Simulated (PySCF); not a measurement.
# C₆H₉Ge₂S radical: open-shell or spin-flip excitations

Wanted: open-shell or spin-flip excitations for C₆H₉Ge₂S radical (`[GeH3][S][GeH][c]1ccccc1`).

Computed with PySCF 2.14.0 and routines of our own; the level stands in each step. Atoms count from 0.

## Step 1: The system as given

18 atoms, charge 0, multiplicity 2; geometry from: GFN2-xTB.

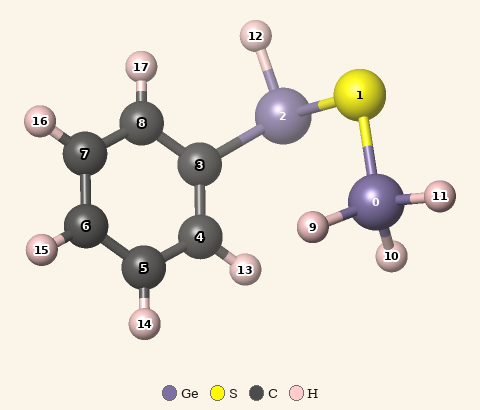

The starting geometry (germanium purple, sulfur yellow, carbon dark grey, hydrogen pink).

## Step 2: Open-shell or spin-flip excitations: unrestricted TDA PBE0/def2-SVP

The job: settings as JSON, then the geometry in Å.

```
{"job": {"kind": "uabs", "xc": "PBE0", "basis": "def2-SVP", "nstates": 10, "tda": true}, "charge": 0, "multiplicity": 2}
Ge    -2.993775    -0.331195    -0.744057
S     -2.567916     1.796624    -0.405208
Ge    -1.209948     1.755736     1.415783
C      0.311510     0.556742     0.833277
C      0.210327    -0.823405     0.887046
C      1.245518    -1.613798     0.416029
C      2.387072    -1.020237    -0.095812
C      2.494552     0.359813    -0.136907
C      1.459196     1.148885     0.335346
H     -1.819058    -1.052070    -1.341739
H     -3.378881    -1.026910     0.532738
H     -4.149571    -0.377222    -1.695674
H     -0.593244     3.191224     1.132658
H     -0.680610    -1.285674     1.298630
H      1.160395    -2.690488     0.450552
H      3.197432    -1.634346    -0.460188
H      3.385069     0.824175    -0.535466
H      1.533173     2.228462     0.307055
```

With the program's defaults for keys left out, this is: unrestricted TDA PBE0/def2-SVP, vertical, gas phase, core orbitals frozen in the response.

Started as:

```console
OMP_NUM_THREADS=1 python excited_run.py task.json out
```

This one command runs all jobs of the session in turn.

Output:

```text
coarse grid: 74480 points
cycle   1  E = -4784.4182820779  dE = -5.829e-03  |g| = 4.360e-01  |ddm| = 3.661e+00
cycle   2  E = -4784.3561073654  dE =  6.217e-02  |g| = 5.652e-01  |ddm| = 1.110e+00
cycle   3  E = -4784.4912281751  dE = -1.351e-01  |g| = 6.645e-02  |ddm| = 6.949e-01
cycle   4  E = -4784.4938351653  dE = -2.607e-03  |g| = 2.750e-02  |ddm| = 1.343e-01
cycle   5  E = -4784.4942626252  dE = -4.275e-04  |g| = 1.072e-02  |ddm| = 4.861e-02
cycle   6  E = -4784.4943249095  dE = -6.228e-05  |g| = 3.709e-03  |ddm| = 1.588e-02
cycle   7  E = -4784.4943342287  dE = -9.319e-06  |g| = 1.144e-03  |ddm| = 6.590e-03
final grid: 153424 points
cycle   8  E = -4784.4943295996  dE = -1.009e-07  |g| = 1.566e-03  |ddm| = 5.126e-03
cycle   9  E = -4784.4943263408  dE =  3.259e-06  |g| = 2.859e-03  |ddm| = 5.923e-03
cycle  10  E = -4784.4943313776  dE = -5.037e-06  |g| = 2.911e-04  |ddm| = 3.684e-03
cycle  11  E = -4784.4943314356  dE = -5.801e-08  |g| = 8.671e-05  |ddm| = 4.403e-04
cycle  12  E = -4784.4943314535  dE = -1.794e-08  |g| = 5.941e-05  |ddm| = 3.705e-04
cycle  13  E = -4784.4943314580  dE = -4.448e-09  |g| = 1.110e-05  |ddm| = 2.409e-04
cycle  14  E = -4784.4943314581  dE = -1.401e-10  |g| = 6.981e-06  |ddm| = 2.550e-05
converged SCF energy = -4784.4943314581

Static polarisability (au): isotropic 137.958, principal 101.821 145.494 166.560

<S^2> of the reference = 0.7530 (exact 0.7500)

Excitations
state   eV       nm        f      <S^2>   main configurations
  1   2.3142    535.8   0.01616   0.769   Hb->Lb 0.95
  2   3.0631    404.8   0.00633   0.779   H-1b->Lb 0.91
  3   3.1510    393.5   0.01897   0.785   H-2b->Lb 0.88, H-1b->Lb 0.08
  4   3.2703    379.1   0.04024   0.775   H-3b->Lb 0.94
  5   3.7623    329.5   0.00846   0.796   H-4b->Lb 0.94
  6   4.0901    303.1   0.00819   2.035   Ha->La 0.36, H-2a->L+1a 0.12, H-1b->L+2b 0.10, H-1a->La 0.10
  7   4.2919    288.9   0.01297   1.515   Ha->La 0.59, H-2a->L+1a 0.08
  8   4.6055    269.2   0.01067   0.794   H-5b->Lb 0.96
  9   4.7393    261.6   0.00041   2.033   Ha->L+1a 0.37, H-1b->L+1b 0.14, H-2a->La 0.12, H-1a->L+1a 0.10
 10   4.7949    258.6   0.00021   2.692   H-2a->L+1a 0.22, H-1b->L+2b 0.21, H-1a->La 0.20, Hb->L+1b 0.15
```

Wall time 2 min (1 thread of Arm Neoverse V2, shared host); peak memory 0.86 GiB.

In short:

| quantity | value |
| --- | --- |
| ⟨S²⟩ | 0.753 |

Löwdin spin populations:

Ge0 0.01; S1 0.17; Ge2 0.66; C3 0.08; C4 0.00; C5 0.00; C6 0.01; C7 0.01; C8 0.02; H9 0.00; H10 0.00; H11 0.00; H12 0.05; H13 0.00; H14 0.00; H15 0.00; H16 0.00; H17 0.00

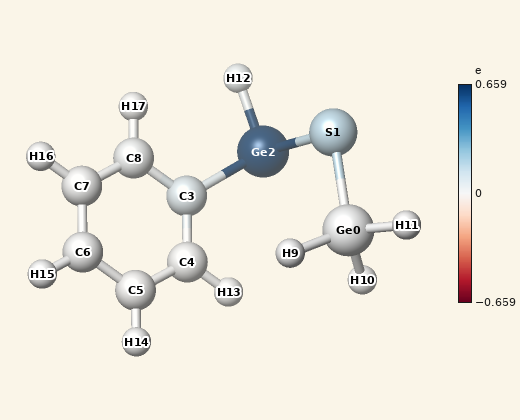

Löwdin spin populations, as colours on the atoms.

Orbitals, density, ELF and potential are computed afterwards from the orbital file.

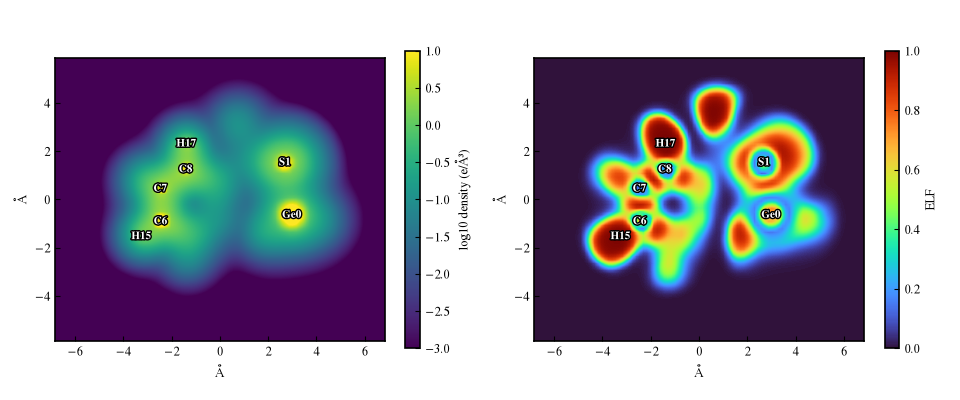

Density (left) and ELF (right) in a plane through or near 7 of the atoms.

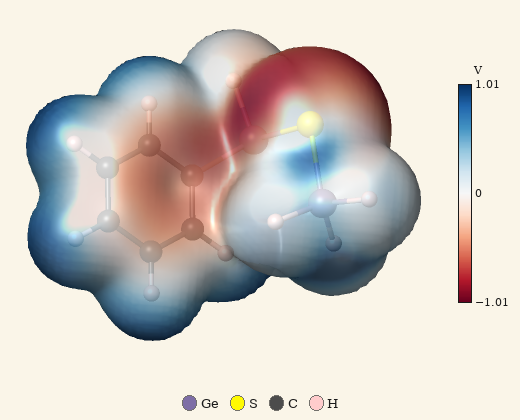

Electrostatic potential on the surface of density 0.002 e/bohr³; red is low, blue high. It runs from -0.85 V near S1 to 1.01 V near Ge2.

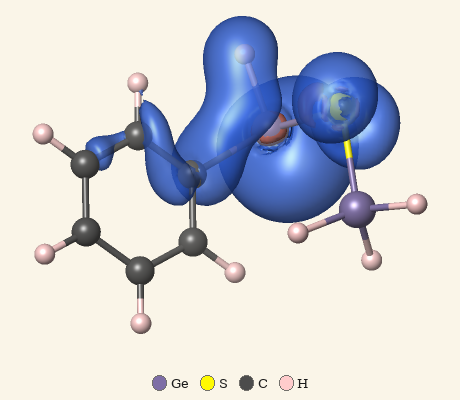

Spin density at ±0.01 e/Å³ (alpha excess blue, beta excess red).

## Step 3: Open-shell or spin-flip excitations: unrestricted TDA PBE0/6-31G* in acetonitrile

The job, as its differences from that of step 2:

```diff
@@ -1,2 +1,2 @@
-{"job": {"kind": "uabs", "xc": "PBE0", "basis": "def2-SVP", "nstates": 10, "tda": true}, "charge": 0, "multiplicity": 2}
+{"job": {"kind": "uabs", "xc": "PBE0", "basis": "6-31G*", "nstates": 25, "tda": true, "solvent": "acetonitrile"}, "charge": 0, "multiplicity": 2}
 Ge    -2.993775    -0.331195    -0.744057
```

With the program's defaults for keys left out, this is: unrestricted TDA PBE0/6-31G*, vertical, IEF-PCM acetonitrile (non-equilibrium linear response), core orbitals frozen in the response.

Output:

```text
coarse grid: 74480 points
cycle   1  E = -4784.6444635566  dE =  8.049e-02  |g| = 4.394e-01  |ddm| = 3.090e+00
cycle   2  E = -4784.6180529933  dE =  2.641e-02  |g| = 5.225e-01  |ddm| = 9.529e-01
cycle   3  E = -4784.7173670796  dE = -9.931e-02  |g| = 3.279e-02  |ddm| = 5.513e-01
cycle   4  E = -4784.7178108965  dE = -4.438e-04  |g| = 2.061e-02  |ddm| = 6.683e-02
cycle   5  E = -4784.7180262326  dE = -2.153e-04  |g| = 3.824e-03  |ddm| = 2.695e-02
cycle   6  E = -4784.7180352298  dE = -8.997e-06  |g| = 2.376e-03  |ddm| = 7.911e-03
final grid: 153424 points
cycle   7  E = -4784.7180549859  dE =  4.118e-06  |g| = 3.882e-03  |ddm| = 7.556e-03
cycle   8  E = -4784.7180369760  dE =  1.801e-05  |g| = 6.831e-03  |ddm| = 1.151e-02
cycle   9  E = -4784.7180640759  dE = -2.710e-05  |g| = 3.176e-04  |ddm| = 7.248e-03
cycle  10  E = -4784.7180641357  dE = -5.984e-08  |g| = 8.403e-05  |ddm| = 4.264e-04
cycle  11  E = -4784.7180641651  dE = -2.933e-08  |g| = 4.426e-05  |ddm| = 5.976e-04
cycle  12  E = -4784.7180641672  dE = -2.122e-09  |g| = 1.367e-05  |ddm| = 1.197e-04
cycle  13  E = -4784.7180641675  dE = -2.638e-10  |g| = 9.208e-06  |ddm| = 2.871e-05
converged SCF energy = -4784.7180641675

Static polarisability (au): isotropic 187.683, principal 137.114 200.879 225.057

<S^2> of the reference = 0.7527 (exact 0.7500)

Excitations
state   eV       nm        f      <S^2>   main configurations
  1   2.3756    521.9   0.01433   0.771   Hb->Lb 0.95
  2   2.8700    432.0   0.00306   0.774   H-1b->Lb 0.98
  3   3.0616    405.0   0.03116   0.780   H-2b->Lb 0.94
  4   3.2413    382.5   0.05158   0.776   H-3b->Lb 0.94
  5   3.7783    328.1   0.01416   0.788   H-4b->Lb 0.94
  6   4.1305    300.2   0.01212   2.090   Ha->La 0.35, H-2a->L+1a 0.12, H-1b->L+2b 0.11, Hb->L+1b 0.11
  7   4.3390    285.7   0.02309   1.458   Ha->La 0.60
  8   4.6499    266.6   0.01277   0.788   H-5b->Lb 0.96
  9   4.7963    258.5   0.00030   2.619   H-2a->La 0.25, H-1b->L+1b 0.23
 10   4.8457    255.9   0.00032   2.694   H-2a->L+1a 0.21, H-1b->L+2b 0.20, H-1a->La 0.16, Hb->L+1b 0.13
 11   5.0906    243.6   0.00026   1.427   Ha->L+1a 0.66, H-2a->La 0.14
 12   5.1907    238.9   0.00034   0.773   H-6b->Lb 0.98
 13   5.2065    238.1   0.00691   1.309   Ha->L+2a 0.76
 14   5.3559    231.5   0.00207   2.104   Hb->L+2b 0.23, Ha->L+1a 0.20, H-1a->L+1a 0.16, H-1b->L+1b 0.09
 15   5.4615    227.0   0.01265   2.140   H-2b->L+1b 0.21, Hb->L+1b 0.18, Ha->L+3a 0.11, H-3a->La 0.11
 16   5.5298    224.2   0.01434   0.811   H-7b->Lb 0.62, Ha->L+3a 0.11
 17   5.5487    223.4   0.01536   0.791   H-7b->Lb 0.26, Ha->L+3a 0.14, H-1b->L+1b 0.14, H-1a->L+1a 0.12
 18   5.5736    222.4   0.07625   1.116   Ha->L+3a 0.46
 19   5.6571    219.2   0.00472   0.806   H-8b->Lb 0.76, H-7b->Lb 0.09
 20   5.7599    215.3   0.22914   0.862   H-1a->La 0.31, Hb->L+1b 0.26, H-8b->Lb 0.11
 21   5.8084    213.5   0.03013   1.321   Ha->L+4a 0.65
 22   5.9398    208.7   0.00360   2.199   Hb->L+3b 0.43, H-2b->L+3b 0.10
 23   6.0641    204.5   0.02080   2.227   H-3b->L+1b 0.46, H-4a->La 0.21, Ha->L+4a 0.08
 24   6.2129    199.6   0.00519   0.831   H-9b->Lb 0.93
 25   6.2767    197.5   0.01597   1.099   H-1a->L+2a 0.37, H-10b->Lb 0.19
```

It took 1.9 min on 1 thread of Arm Neoverse V2, shared host; peak memory 0.93 GiB.

From this job:

| quantity | value |
| --- | --- |
| ⟨S²⟩ | 0.753 |

## Step 4: Summary of results

| quantity | value |
| --- | --- |
| lowest and brightest state of nearly pure spin, of 10 (step 2, unrestricted TDA PBE0/def2-SVP) | 2.31 eV; 3.27 eV, f = 0.040 |
| potential on the surface of density 0.002 e/bohr³, 1st and 99th percentile | -0.85 V and 1.01 V |
| lowest and brightest state of nearly pure spin, of 25 (step 3, unrestricted TDA PBE0/6-31G* in acetonitrile) | 2.38 eV; 5.76 eV, f = 0.229 |

What this shows: States whose ⟨S²⟩ lies well above the reference's are mixtures of spin states, an artefact of the unrestricted response, and are left out of the summary. The lowest state of nearly pure spin runs from 2.31 to 2.38 eV over the runs.
